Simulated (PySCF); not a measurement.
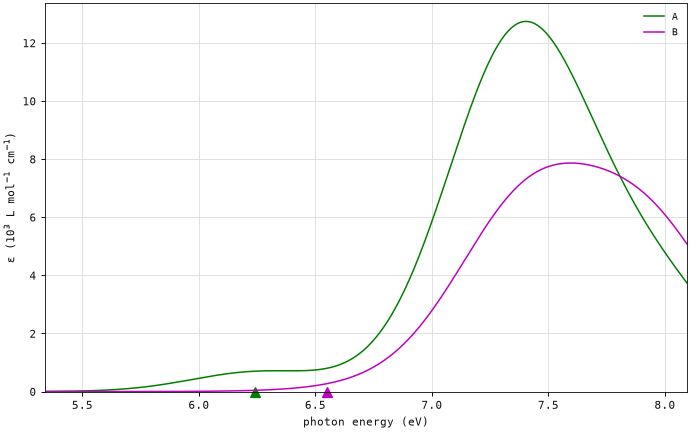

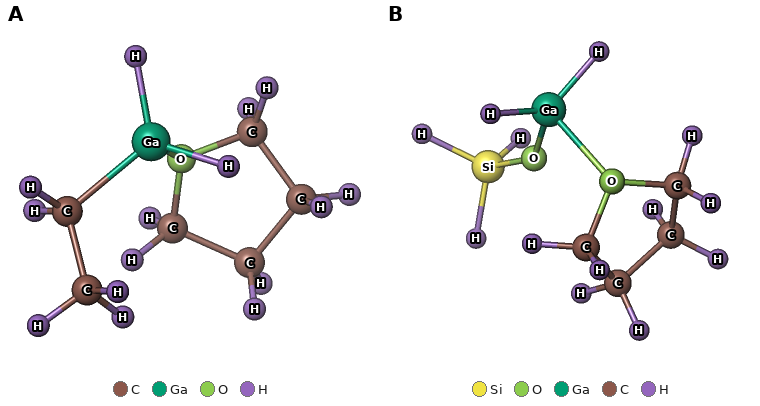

Related molecules: A is C₆H₁₅GaO, SMILES C[CH2][GaH2-][O+]1CCCC1, singlet; B is C₄H₁₃GaO₂Si, SMILES [SiH3][O][GaH2-][O+]1CCCC1, singlet. Vertical TDDFT absorption, CAM-B3LYP/def2-SVPD, PySCF 2.14.0, at a PBE0-D3(BJ)/def2-SVP geometry (no frequency check); Gaussians of 1/e half-width 0.40 eV, triangles mark S1, and the range ends where the computed states of one molecule run out.

How does the lowest singlet move?

Answer. A: 6.24 eV (f = 0.016, mainly HOMO → LUMO+1 (77 %)); B: 6.55 eV (f = 0.001, mainly HOMO → LUMO+1 (79 %)). From A to B it shifts 0.31 eV to the blue.

And the brightest state of each within the range drawn?

Answer. A: S4 at 7.24 eV, f = 0.12; B: S4 at 7.39 eV, f = 0.13.

Limits of at least one run: core orbitals are frozen in the response; one conformer of a flexible molecule.
